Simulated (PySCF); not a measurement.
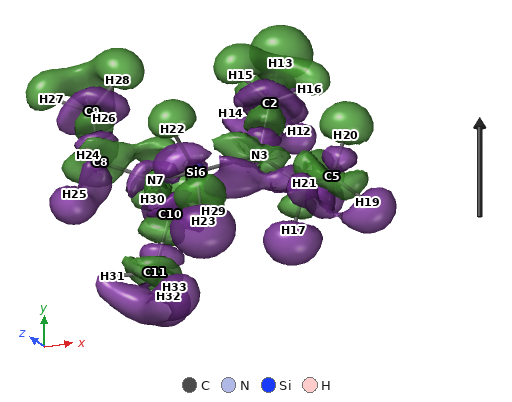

*C₈H₂₂N₂Si, SMILES `CCN(CC)[SiH2]N(CC)CC`. Change of the electron density in a uniform field of 0.51 V/Å along +y (arrow), surfaces at ±0.004 e/Å³ (purple: gain, green: loss).*

Level of theory: CAM-B3LYP/6-31G* (PySCF), at a geometry from GFN2-xTB. No frequency check shows the geometry to be a minimum. A basis without diffuse functions makes polarisabilities too small.

Cartesian coordinates (Å):

```
C1       1.0152    1.9719   -1.5132
C2       1.6094    1.5469   -0.1694
N3       1.4252    0.1387    0.0959
C4       2.4867   -0.7227   -0.3614
C5       3.6485   -0.8041    0.6304
Si6      0.1184   -0.4163    1.0599
N7      -1.3720   -0.2306    0.2215
C8      -2.5896    0.1903    0.8738
C9      -2.9394    1.6419    0.5403
C10     -1.5320   -0.7457   -1.1185
C11     -1.9657   -2.2125   -1.1514
H12      1.4515    1.3918   -2.3235
H13      1.2112    3.0259   -1.6968
H14     -0.0582    1.8073   -1.5073
H15      1.1270    2.1198    0.6261
H16      2.6782    1.7866   -0.1519
H17      2.0813   -1.7252   -0.5125
H18      2.8565   -0.3626   -1.3285
H19      4.4264   -1.4622    0.2510
H20      4.0785    0.1801    0.8001
H21      3.2868   -1.1880    1.5805
H22     -0.0147    0.3952    2.2740
H23      0.4423   -1.8112    1.3967
H24     -2.4594    0.0949    1.9530
H25     -3.4198   -0.4619    0.5807
H26     -3.0943    1.7653   -0.5290
H27     -3.8472    1.9414    1.0584
H28     -2.1248    2.2930    0.8472
H29     -0.5716   -0.6529   -1.6305
H30     -2.2666   -0.1378   -1.6586
H31     -2.9244   -2.3444   -0.6550
H32     -2.0587   -2.5544   -2.1795
H33     -1.2284   -2.8252   -0.6395
```

The field was applied in both directions; the picture shows the one opposite to the script's first.

### What dipole is induced, and what polarisability does it imply?

The induced dipole is 2.87 D (along the field); α along this axis, from the fields in both directions, is 113 bohr³ (16.8 Å³).
